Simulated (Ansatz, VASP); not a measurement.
## CuNiSn2: VASP beside Ansatz

Aim: how closely do two programs agree when they are given the same cell, functional and k mesh? The cell is invented: As first built, before any earlier steps moved the atoms: it takes the NiSn2Au structure with some of its atoms replaced by other elements, volume scaled by an estimate. It may not be a known or stable phase. The cell comes out of the VASP series on this material, whose earlier steps may have relaxed, scaled or displaced it; both programs get it as it stands.

Program: Ansatz 0.2.0. Level of theory: plane waves, with VASP 6.6.1 beside it; single point at PBE and single point at r2SCAN. Results are calculated unless marked as measured.

**1. The structure**

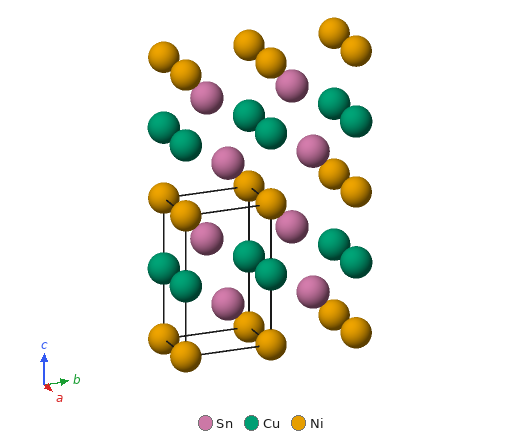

The starting structure, seen slightly off an axis (tin pink, copper teal, nickel orange). 1×2×2 cells are drawn. Some periodic images of atoms are drawn too.

**2. Ansatz: single point, PBE**

Ansatz runs on its default PAW (the set named soft_2) files.

A single point gives forces, pressure and levels at one fixed geometry, so differences don't come from the geometry; what else differs is listed under the comparison.

Input file input.yaml:

```yaml
crystal:
  lattice:
    - [4.0664337756, -4.2e-09, 0.0]
    - [-2.0332173956, 3.5216357331, 0.0]
    - [0.0, 0.0, 5.1242324518]
  atoms:
    - { symbol: Sn, position: [0.33333333, 0.66666667, 0.2333285086] }
    - { symbol: Sn, position: [0.66666667, 0.33333333, 0.7666714914] }
    - { symbol: Cu, position: [0.0, 0.0, 0.5], spin: 0.6 }
    - { symbol: Ni, position: [0.0, 0.0, 0.0], spin: 1.0 }
hamiltonian:
  xc: pbe
  pseudopotentials: { kind: paw }
magnetization:
  spin_polarized: true
kpoints:
  mp_grid: { grid: [6, 6, 5] }
scf:
  occupations: { method: fermi_dirac, width: 0.05 }
  n_extra_bands: 7
output:
  forces: true
  stress: true
  eigenvalues: true
```

The run is started by

```bash
$ ansatz run input.yaml --threads 2 --pin off --max-ram 4608MiB --backend cpu --events-out ev --progress --plain --runs-dir out
```

Numbers of over 12 decimals in the logs are rounded to 6 here.

The log of the run:

```text
Warning: the atoms were moved onto the symmetric positions of the space group found under crystal.symmetry.tolerance 1.0e-5 (fractional; no operation is sought that the atoms, as they stand in a round, miss by more than twice it, and no atom is moved by as much as it), and the run uses the moved positions. Before a round's move an operation carried an atom to 4.07e-8 Å from where it should land, the largest such dist [...]
scf.n_extra_bands = 7 over 33 filled bands (N_el = 65.0): the run solves 40 bands
Engine: ansatz 0.2.0, aarch64-unknown-linux-gnu
Pseudopotentials: kind: paw
Pseudopotential: Sn, paw, valence charge 14, recommended cutoff 420 eV (normal), Sn.paw.azcp
Pseudopotential: Cu, paw, valence charge 19, recommended cutoff 420 eV (normal), Cu.paw.azcp
Pseudopotential: Ni, paw, valence charge 18, recommended cutoff 420 eV (normal), Ni.paw.azcp
Functional definition: PBE
  parameter kappa = 0.804
  parameter beta = 0.066725
  exchange = pbe_x(kappa = kappa, mu = beta*pi^2/3)
  correlation = pbe_c(beta = beta)
Crystal: 4 atoms, lattice volume = 73.382 Å³
Basis set: ecut = 420 eV, 1421 PW (Γ), exchange–correlation on 60×60×72 points (8 copies of the dense FFT grid, shifted against one another)
Bands: 40, of which v1, the nominal top of the filled ones, is band 33 counted from 1 (32 counted from 0)
Symmetry: 12 space group operations
Space group: P-3m1 (ITA 164), of the structure as read, at distance tolerance 4.2e-5 Å
Magnetic group: BNS 164.85 (UNI 1315), of the structure as read, at distance tolerance 4.2e-5 Å
k-points: 27 of 180
Non-local potential: Sn, projectors of the file, l = 0: 2, l = 1: 2, l = 2: 2, l = 3: 2
Non-local potential: Cu, projectors of the file, l = 0: 3, l = 1: 2, l = 2: 3, l = 3: 1
Non-local potential: Ni, projectors of the file, l = 0: 3, l = 1: 2, l = 2: 3, l = 3: 1
PAW form: soft (Blöchl's): semilocal exchange-correlation on the pseudo side does not see the compensation charge
PAW one-centre angular grid: Sn, 590 points (default); XC on 64 Gauss nodes
PAW one-centre angular grid: Cu, 590 points (default); XC on 64 Gauss nodes
PAW one-centre angular grid: Ni, 590 points (default); XC on 64 Gauss nodes
Initial density: superposition of atomic densities (chi_scale 0.1, normalization cell)
Starting moments: Σ|m| = 1.6 μB on 2 of 4 sites
Initial wavefunctions: pseudopotential atomic-orbital guess
Functional: x = pbe(κ = 0.804, μ = 0.219515), c = pbe(β = 0.066725)
SCF iter   1: F=—  HF=-24513.575566 eV  |F-HF|=—  |Δ(HF+E_count)|=         —  Δρ=1.24e-1 (↑1.04e-1 ↓1.24e-1)  dr2=2.67e1  dr2_m=1.56e0  M=0.251 μB ∫|m|=0.271 μB  β_m=0.30  ethr=3.10e-3  ⟨swp⟩=7.6  Hψ=8808  notcnv=0
Mixer restart at iter 1: flushing history
preconditioner: auto → Kerker (q_TF=auto, 2.674 Å⁻¹)  [metal: Δε(μ)=0.033 eV  Ē_g=14.767 eV  σ=0.050 eV  W_gap=0.16  n_scr=22 (ndim 8)  ℏωp=30.3 eV  f_vac=0.000  D(μ)=2.54/eV (n_scr^D=22)]
spin=Collinear: Kerker preconditioning applied to the charge; magnetization (m = ρ↑ − ρ↓) channel mixes plain (no charge-response kernel on spin).
SCF iter   2: F=—  HF=-24514.183199 eV  |F-HF|=—  |Δ(HF+E_count)|=   6.08e-1  Δρ=5.55e-2 (↑5.06e-2 ↓5.55e-2)  dr2=2.77e0  dr2_m=8.52e-1  M=0.145 μB ∫|m|=0.197 μB  β_m=0.28  ethr=3.10e-3  ⟨swp⟩=3.1  Hψ=5513  notcnv=0  defer=114
SCF iter   3: F=—  HF=-24513.424495 eV  |F-HF|=—  |Δ(HF+E_count)|=   7.59e-1  Δρ=4.07e-2 (↑2.29e-2 ↓4.07e-2)  dr2=1.47e0  dr2_m=5.65e-1  M=0.137 μB ∫|m|=0.166 μB  β_m=0.48  ethr=3.10e-3  ⟨swp⟩=2.1  Hψ=4700  notcnv=0  defer=122
SCF iter   4: F=—  HF=-24514.007519 eV  |F-HF|=—  |Δ(HF+E_count)|=   5.83e-1  Δρ=1.49e-2 (↑1.49e-2 ↓1.18e-2)  dr2=4.48e-1  dr2_m=4.66e-2  M=0.038 μB ∫|m|=0.057 μB  β_m=0.52  ethr=2.27e-3  ⟨swp⟩=2.9  Hψ=3550  notcnv=0  defer=120
SCF iter   5: F=—  HF=-24513.920761 eV  |F-HF|=—  |Δ(HF+E_count)|=   8.68e-2  Δρ=9.03e-3 (↑7.24e-3 ↓9.03e-3)  dr2=3.02e-1  dr2_m=8.25e-4  M=0.006 μB ∫|m|=0.017 μB  β_m=0.46  ethr=6.89e-4  ⟨swp⟩=2.1  Hψ=3547  notcnv=0  defer=120
SCF iter   6: F=—  HF=-24513.840909 eV  |F-HF|=—  |Δ(HF+E_count)|=   7.99e-2  Δρ=6.32e-3 (↑4.21e-3 ↓6.32e-3)  dr2=4.07e-2  dr2_m=2.02e-3  M=-0.005 μB ∫|m|=0.007 μB  β_m=0.73  ethr=4.65e-4  ⟨swp⟩=2.6  Hψ=3059  notcnv=0  defer=120
SCF iter   7: F=—  HF=-24513.875600 eV  |F-HF|=—  |Δ(HF+E_count)|=   3.47e-2  Δρ=4.68e-3 (↑4.39e-3 ↓4.68e-3)  dr2=3.69e-2  dr2_m=2.22e-5  M=0.000 μB ∫|m|=0.002 μB  β_m=0.86  ethr=6.25e-5  ⟨swp⟩=2.0  Hψ=2932  notcnv=0  defer=120
SCF iter   8: F=—  HF=-24513.878620 eV  |F-HF|=—  |Δ(HF+E_count)|=   3.02e-3  Δρ=7.50e-4 (↑7.13e-4 ↓7.50e-4)  dr2=1.21e-3  dr2_m=1.03e-6  M=0.000 μB ∫|m|=0.001 μB  β_m=0.88  ethr=5.68e-5  ⟨swp⟩=2.0  Hψ=2788  notcnv=0  defer=120
SCF iter   9: F=—  HF=-24513.878595 eV  |F-HF|=—  |Δ(HF+E_count)|=   2.48e-5  Δρ=3.18e-4 (↑3.18e-4 ↓3.16e-4)  dr2=2.81e-4  dr2_m=1.91e-7  M=-0.000 μB ∫|m|=0.000 μB  β_m=0.94  ethr=1.86e-6  ⟨swp⟩=2.3  Hψ=3278  notcnv=0  defer=120
SCF iter  10: F=—  HF=-24513.878589 eV  |F-HF|=—  |Δ(HF+E_count)|=   6.29e-6  Δρ=8.50e-5 (↑8.50e-5 ↓7.24e-5)  dr2=1.62e-5  dr2_m=7.37e-8  M=0.000 μB ∫|m|=0.000 μB  β_m=0.97  ethr=4.32e-7  ⟨swp⟩=1.3  Hψ=2176  notcnv=0  defer=120
SCF iter  11: F=—  HF=-24513.878592 eV  |F-HF|=—  |Δ(HF+E_count)|=   3.60e-6  Δρ=4.61e-5 (↑4.25e-5 ↓4.61e-5)  dr2=4.87e-6  dr2_m=6.44e-9  M=0.000 μB ∫|m|=0.000 μB  β_m=0.98  ethr=2.49e-8  ⟨swp⟩=2.0  Hψ=2790  notcnv=0  defer=120
SCF iter  12: F=—  HF=-24513.878592 eV  |F-HF|=—  |Δ(HF+E_count)|=   2.69e-7  Δρ=2.43e-5 (↑2.43e-5 ↓2.25e-5)  dr2=1.09e-6  dr2_m=1.07e-9  M=0.000 μB ∫|m|=0.000 μB  β_m=0.79  ethr=7.49e-9  ⟨swp⟩=2.0  Hψ=2791  notcnv=0  defer=120
SCF iter  13: F=—  HF=-24513.878592 eV  |F-HF|=—  |Δ(HF+E_count)|=   1.36e-7  Δρ=1.63e-5 (↑1.63e-5 ↓1.52e-5)  dr2=5.65e-7  dr2_m=3.67e-10  M=-0.000 μB ∫|m|=0.000 μB  β_m=0.70  ethr=1.67e-9  ⟨swp⟩=2.0  Hψ=3692  notcnv=0  defer=120
SCF iter  14: F=—  HF=-24513.878592 eV  |F-HF|=—  |Δ(HF+E_count)|=   4.80e-8  Δρ=7.50e-6 (↑7.50e-6 ↓7.20e-6)  dr2=1.31e-7  dr2_m=2.33e-11  M=0.000 μB ∫|m|=0.000 μB  β_m=0.85  ethr=8.69e-10  ⟨swp⟩=1.6  Hψ=2199  notcnv=0  defer=120
SCF iter  15: F=—  HF=-24513.878592 eV  |F-HF|=—  |Δ(HF+E_count)|=   7.59e-9  Δρ=2.07e-6 (↑2.07e-6 ↓2.02e-6)  dr2=1.05e-8  dr2_m=7.19e-13  M=0.000 μB ∫|m|=0.000 μB  β_m=0.93  ethr=2.01e-10  ⟨swp⟩=2.0  Hψ=2393  notcnv=0  defer=120
SCF iter  16: F=-24513.878592 eV  HF=-24513.878592 eV  |F-HF|=1.93e-10  |Δ(HF+E_count)|=  9.35e-10  Δρ=3.07e-7 (↑3.07e-7 ↓3.06e-7)  dr2=2.38e-10  dr2_m=9.18e-14  M=-0.000 μB ∫|m|=0.000 μB  ethr=1.61e-11  ⟨swp⟩=8.4  Hψ=7865  notcnv=0
SCF 1 converged in 16 iterations: F = -24513.878592 eV  dr2 = 2.38e-10
  greatest PAW one-centre occupation: 1.001 electrons in one spin orbital (limit 2), on the Ni atom at site 3 (counted from 0), in its partial waves of l = 1
WARN: the starting moments were not kept: the SCF closed with an absolute magnetisation of 2.2e-7 μB, where they sum to 1.6 μB in size (2 sites). That is at most 0.1 of that sum. Measured as dr2_m measures the in/out step, that magnetisation stands 1.7e-14 eV from none, at or under the dr2_threshold of 1.0e-7 eV: it is no larger than a step whose dr2_m would equal this threshold. The system may hold no moment; this S [...]
SCF converged after 16 iterations
Magnetization: -0.0000 μB (32.5000 up, 32.5000 down)
Absolute magnetization: 0.0000 μB (∫|ρ↑−ρ↓|, with the PAW one-centre terms)
Spin contamination: 0.0000 ħ² per cell (⟨S²⟩ above its minimum at these occupations)
Per-site moments (μB) at R_I (Å): [(-3.6957823749230604e-9, 1.086802), (-3.6957823820398386e-9, 1.086802), (-2.865172960609501e-8, 1.056873), (3.285158615231531e-8, 1.056873)]
Free energy (F): -24513.878592 eV
Harris-Foulkes:  -24513.878592 eV  (|F-HF|=1.93e-10)
Internal energy: -24513.862356 eV  (E = F + TS)
E sigma→0 (E₀):  -24513.870474 eV
Entropy (-TS):   -0.016236 eV (-4.059 meV/atom)
Fermi energy:    13.388897 eV
--- Per-component energies (eV) ---
  E_band       = -887.990021
  E_kinetic    = 959.644783
  E_local      = -10921.729124  (includes V_loc(G=0)·N_el)
  E_nonlocal   = 965.466889
  E_hartree    = 5113.952537
  E_xc         = -938.818711
  E_vxc        = -416.639748  (∫ρ·V_xc dr)
  E_paw        = -11573.826590  (= ΣΔE_a)
  E_vpaw       = -1702.639922  (= ΣTr[D̂ρ^β])
  E_aug_tail   = 0.000829  (compensation charges beyond the density's cutoff)
  E_ewald      = -8118.552969
  E_smearing   = -0.016236  (= −TS)
  E_closure    = -0.000000  (closes the sum)
  Σ components = -24513.878592   (vs F -24513.878592, Δ=0.00e0)
--- Forces (eV/Å), atoms counted from 1 ---
  atom   1  Sn     0.00000000    -0.00000000     0.03136931
  atom   2  Sn    -0.00000000     0.00000000    -0.03136931
  atom   3  Cu    -0.00000000     0.00000000     0.00000000
  atom   4  Ni     0.00000000    -0.00000000     0.00000000
  max |Σ_I F_I| component: 6.94e-18 eV/Å
--- Stress (GPa, compression-positive) ---
        0.488522       0.000000      -0.000000
        0.000000       0.488522       0.000000
       -0.000000       0.000000      -0.563138
  P = ⅓ Tr σ = 0.1380 GPa (1.380 kbar)
--- Band table (eV; the first three rows and the last of 54) ---
  k-point 0 ↑: bands = [... 29 lower, 11.9148, 13.1073, 15.1194, 15.1194, 16.5577, 16.5577, 17.4171, 18.5180, ... 3 higher]
  k-point 1 ↑: bands = [... 29 lower, 11.8133, 13.2896, 15.4149, 15.4149, 16.5925, 16.5925, 17.6582, 18.3568, ... 3 higher]
  k-point 2 ↑: bands = [... 29 lower, 11.6801, 14.4966, 16.0293, 16.0293, 16.5254, 16.5735, 16.5735, 18.6490, ... 3 higher]
  k-point 26 ↓: bands = [... 29 lower, 11.6268, 11.9436, 11.9436, 12.3569, 12.3569, 18.7701, 18.7701, 20.5532, ... 3 higher]
```

It took 17 s on 2 threads of Arm Neoverse N1, shared host; peak memory 0.45 GiB; 27 s of CPU time.

In the SCF lines HF is the Harris–Foulkes energy and dr2 the Hartree energy of the density residual, in eV; the loop may stop once dr2 is under the threshold and the program's other checks hold. Hψ counts applications of the Hamiltonian.

The run ends at a pressure of 0.14 GPa, with forces up to 0.031 eV/Å.

(Part 1 of 2 ends here.)

[Lines on the potential files, build, host, timing and source positions are cut from VASP's logs without a mark.]

[Logs are printed without paths, hosts, clocks, repeated set-up lines and the standing remarks that a program may print on its own settings, such as how far it seeks lower states.]

[Hosts, paths, dates, database ids (printed as entryN), source tags and the programs' standing remarks are cut or masked in the printed files.]
